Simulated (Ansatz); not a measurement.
F$_{2}$H$_{3}$NSSi

Input

```
crystal:
  periodic: [false, false, false]
  atoms:
    - {symbol: Si, position_ang: [-0.946532, 0.144997, 0.219298]}
    - {symbol: N, position_ang: [0.911333, -0.139678, -0.232689]}
    - {symbol: S, position_ang: [-1.981459, 0.294886, -1.423481]}
    - {symbol: H, position_ang: [0.961030, -0.151896, -1.248707]}
    - {symbol: F, position_ang: [-0.664046, 1.363951, 1.211955]}
    - {symbol: F, position_ang: [-1.037906, -1.093872, 1.223227]}
    - {symbol: H, position_ang: [1.254494, -1.026271, 0.128945]}
    - {symbol: H, position_ang: [1.503086, 0.607984, 0.121453]}
basis:
  gaussian: {orbitals: def2-TZVPP}
hamiltonian: {xc: pbe0, dispersion: d4}
output: {orbitals: {seedname: orbitals}}
```

Run with:

```sh
ansatz run in.yaml --threads 4 --pin off --events-out ev --progress --plain --max-ram 9574MiB
```

The product side of a reaction path; geometry: PBE0-D4/def2-TZVP.

The calculation used RKS PBE0-D4/def2-TZVPP (Ansatz).

> Predict the electron density and electron localisation function between the atoms.

Si–N (1.93 Å): ρ is about 0.75 e/Å³ halfway; the ELF peaks at about 0.95 between the atoms, as expected for a polar covalent bond.
Si–S (1.95 Å): ρ is about 1.1 e/Å³ halfway; the ELF peaks at about 0.85 between the atoms: a covalent bond.
N–H (1.02 Å): the density is about 3 e/Å³ at the midpoint; the ELF climbs to about 1 towards the hydrogen, as it does in any bond to H; an ordinary covalent bond to hydrogen.

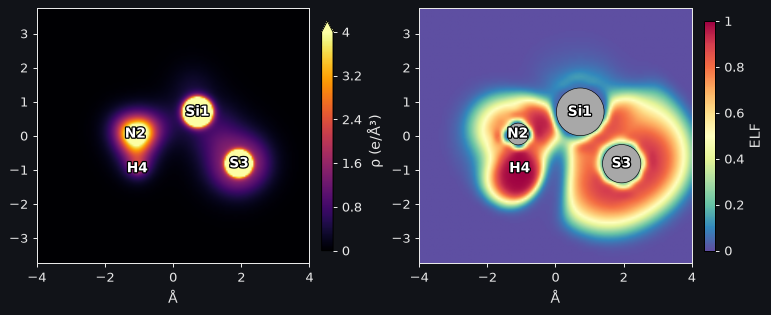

Computed electron density and electron localisation function on the plane of atoms N2, Si1 and S3, in this order. Grey discs cover the atomic cores in the ELF map. 
